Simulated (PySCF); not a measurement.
# HOCN (cyanic acid): levels of theory compared

Aim: a comparison of 6 runs (B2PLYP/STO-6G, PBE/STO-6G, UPBE0/STO-6G, wB97X-V/STO-6G, NEVPT2(2,2)/STO-6G, UCCSD(T)/STO-6G) of HOCN (cyanic acid). The job is set up through a Python script.

Program for the calculation: PySCF 2.14.0.

## 1. Starting point

The species is HOCN (4 atoms), meant as a singlet with charge 0. As SMILES, `N#CO`. One bond was lengthened or shortened from a relaxed shape.

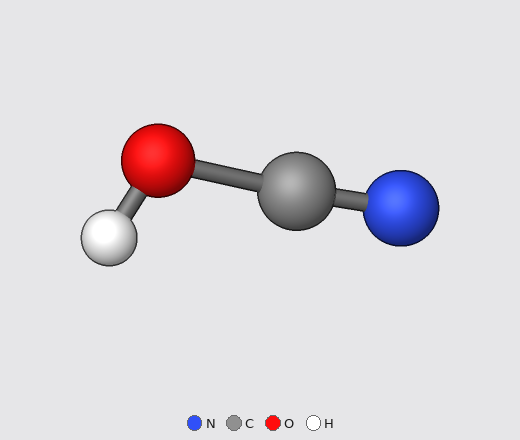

Viewed from a chosen angle; nitrogen blue, carbon grey, oxygen red, hydrogen white.

## 2. The energy at B2PLYP/STO-6G (run 1)

calc.py

```python
from pyscf import gto, dft, mp

mol = gto.Mole()
mol.atom = '''
N     -2.912193    -0.431840     1.958588
C     -1.190425     0.013814     0.700862
O      1.054977     0.753717    -1.022587
H      2.299116    -0.582338    -1.062347
'''
mol.basis = 'sto-6g'
mol.max_memory = 1860
mol.unit = 'bohr'
mol.verbose = 3
mol.charge = 0
mol.build()

myscf = dft.RKS(mol, xc='0.53*HF + 0.47*B88, 0.73*LYP')
myscf.conv_tol = 1e-10
myscf.grids.level = 5
myscf.kernel()
if not myscf.converged:
    myscf = myscf.newton().run(myscf.mo_coeff, myscf.mo_occ)

pt = mp.MP2(myscf, frozen=3).run()
etot = myscf.e_tot + 0.27 * pt.e_corr
print('PT2 part  %.8f' % (0.27 * pt.e_corr))
print(f'total energy: {etot:.8f} hartree')
```

On the command line:

```bash
$ OMP_NUM_THREADS=1 python calc.py
```

Standard output:

```text
converged SCF energy = -167.669812738954
E(RMP2) = -167.934938587639  E_corr = -0.265125848685345
E(SCS-RMP2) = -167.936582962062  E_corr = -0.266770223107509
PT2 part  -0.07158398
total energy: -167.74139672 hartree
```

It took 4.5 s on 1 thread of Arm Neoverse V2, shared host; peak memory 0.18 GiB.

## 3. The energy at PBE/STO-6G (run 2)

mol.xyz

```xyz
4
CHNO
N     -1.541066    -0.228520     1.036440
C     -0.629946     0.007310     0.370880
O      0.558270     0.398850    -0.541130
H      1.216640    -0.308160    -0.562170
```

calc.py

```python
from pyscf import gto, dft

mol = gto.M(
    atom='mol.xyz',
    max_memory=1860,
    basis='sto-6g',
    charge=0,
    verbose=3,
)

mf = dft.RKS(mol)
mf.xc = 'pbe'
mf.grids.level = 5
mf.conv_tol = 1e-10
mf.kernel()
if not mf.converged:
    mf = mf.newton().run(mf.mo_coeff, mf.mo_occ)

etot = mf.e_tot
print('Final energy', etot)
```

On the command line:

```bash
$ OMP_NUM_THREADS=1 python calc.py
```

Standard output:

```text
converged SCF energy = -167.786126008805
Final energy -167.78612600880524
```

Wall time 5.4 s (1 thread of Arm Neoverse V2, shared host); peak memory 0.18 GiB.

Runs 3 to 4 aren't shown in full; the table further down has their settings and results.

## 4. A single-point energy at NEVPT2(2,2)/STO-6G (run 5)

input.py

```python
import numpy
from pyscf import gto, scf, mp, mcscf, mrpt

mol = gto.Mole()
mol.atom = [
    ('N', (-1.541066, -0.228520, 1.036440)),
    ('C', (-0.629946, 0.007310, 0.370880)),
    ('O', (0.558270, 0.398850, -0.541130)),
    ('H', (1.216640, -0.308160, -0.562170)),
]
mol.spin = 0
mol.charge = 0
mol.verbose = 3
mol.basis = 'sto-6g'
mol.max_memory = 1860
mol.build()

myscf = scf.RHF(mol)
myscf.conv_tol = 1e-10
myscf.kernel()
if not myscf.converged:
    myscf = myscf.newton().run(myscf.mo_coeff, myscf.mo_occ)

pt = mp.MP2(scf.addons.convert_to_uhf(myscf)).run()
noons, natorbs = mcscf.addons.make_natural_orbitals(pt)
print('natural occupations', numpy.round(noons[:40], 4))
cas = mcscf.CASSCF(myscf, 2, 2)
cas.fix_spin_(ss=0.0)
cas.natorb = True
cas.kernel(natorbs)
e_pt2 = mrpt.NEVPT(cas).kernel()
energy = cas.e_tot + e_pt2
print('E(%s) = %.9f' % ('NEVPT2', energy))
```

On the command line:

```bash
$ OMP_NUM_THREADS=1 python input.py
```

Standard output:

```text
converged SCF energy = -167.084518449516
E(UMP2) = -167.281631874325  E_corr = -0.197113424809551
E(SCS-UMP2) = -167.283629259378  E_corr = -0.199110809861845
natural occupations [2.     2.     2.     1.9973 1.9958 1.9952 1.9857 1.9789 1.9705 1.9379
 1.9371 0.0676 0.0669 0.0377 0.015  0.0145]
CASSCF energy = -167.084942252256
CASCI E = -167.084942252256  E(CI) = -1.44428434006667  S^2 = 0.0000000
Sr    (-1)',   E = -0.00000000008167
Si    (+1)',   E = -0.00000000048351
Sijrs (0)  ,   E = -0.05754726056029
Sijr  (+1) ,   E = -0.02951229630528
Srsi  (-1) ,   E = -0.02466342413536
Srs   (-2) ,   E = -0.01464582119504
Sij   (+2) ,   E = -0.01634286429341
Sir   (0)' ,   E = -0.06330399430675
Nevpt2 Energy = -0.206015661361303
E(NEVPT2) = -167.290957914
```

Wall time 0.74 s (1 thread of Arm Neoverse V2, shared host); peak memory 0.12 GiB.

## 5. A single-point energy at UCCSD(T)/STO-6G (run 6)

mol.xyz is that of step 3.

input.py

```python
from pyscf import gto, cc

molecule = gto.M(
    atom='mol.xyz',
    max_memory=1860,
    verbose=3,
    basis='sto-6g',
)

mf = molecule.UHF()
mf.conv_tol = 1e-10
mf.kernel()
if not mf.converged:
    mf = mf.newton().run(mf.mo_coeff, mf.mo_occ)
for _ in range(3):
    mo, _, stable, _ = mf.stability(return_status=True)
    if stable:
        break
    mf.kernel(mf.make_rdm1(mo, mf.mo_occ))

mycc = cc.CCSD(mf, frozen=3)
mycc.kernel()
e_t = mycc.ccsd_t()
energy = mycc.e_tot + e_t
print('E = %.10f Eh' % energy)
```

On the command line:

```bash
$ OMP_NUM_THREADS=1 python input.py
```

Standard output:

```text
converged SCF energy = -167.084518449517  <S^2> = 5.7699623e-10  2S+1 = 1
<class 'pyscf.scf.uhf.UHF'> wavefunction has an internal instability
converged SCF energy = -167.084538469461  <S^2> = 0.029859627  2S+1 = 1.0580352
<class 'pyscf.scf.uhf.UHF'> wavefunction is stable in the internal stability analysis
E(UCCSD) = -167.3013116373215  E_corr = -0.2167731678600618
UCCSD(T) correction = -0.00340273341813424
E = -167.3047143707 Eh
```

Run time: 0.94 s. Hardware: 1 thread of Arm Neoverse V2, shared host; peak memory 0.12 GiB.

## 6. Overview of the runs

```
run               level  frozen core orbitals  follow instability  energy (Eh)  dipole moment (D) of the reference  HOMO energy (eV)  LUMO energy (eV)  wall time
  1       B2PLYP/STO-6G                     3                   –  -167.741397                                2.98             -8.44              4.79      4.5 s
  2          PBE/STO-6G                     –                   –  -167.786126                                3.02             -4.65              1.08      5.4 s
  3        UPBE0/STO-6G                     –                 yes  -167.793941                                3.00             -6.62              2.62      8.4 s
  4      wB97X-V/STO-6G                     –                   –  -167.926494                                2.96             -9.05              5.31       17 s
  5  NEVPT2(2,2)/STO-6G                     –                   –  -167.290958                                3.00            -11.12              8.64     0.74 s
  6     UCCSD(T)/STO-6G                     3                 yes  -167.304714                                3.00            -10.99              8.58     0.94 s
```

## 7. Results

| quantity | value |
| --- | --- |
| run 6: total energy | -167.30471 Eh |
| run 6: dipole moment (Hartree–Fock density) | 3.00 D |
| run 6: HOMO energy (Hartree–Fock orbitals) | -10.99 eV |
| run 6: LUMO energy (Hartree–Fock orbitals) | 8.58 eV |
| run 6: HOMO–LUMO gap (Hartree–Fock orbitals) | 19.58 eV |
| run 6: correlation energy (3 core orbitals frozen) | -220.2 mEh |
| run 6: (T) correction | -3.40 mEh |
| run 6: ⟨S²⟩ of the reference determinant | 0.030 |
| run 6: T1 diagnostic | 0.020 |

In words: Over runs 1, 2, 3, 4 the dipole moment (its size) runs from 2.96 D (wB97X-V/STO-6G) to 3.02 D (PBE/STO-6G). Over runs 1, 2, 3, 4 the HOMO–LUMO gap runs from 5.74 eV (PBE/STO-6G) to 14.36 eV (wB97X-V/STO-6G). Totals of different functionals can't be ranked against each other. In runs 1, 2, 3, 4, 5, 6 the basis is minimal, so the values are rough. All runs together took 37 s, the longest 17 s.
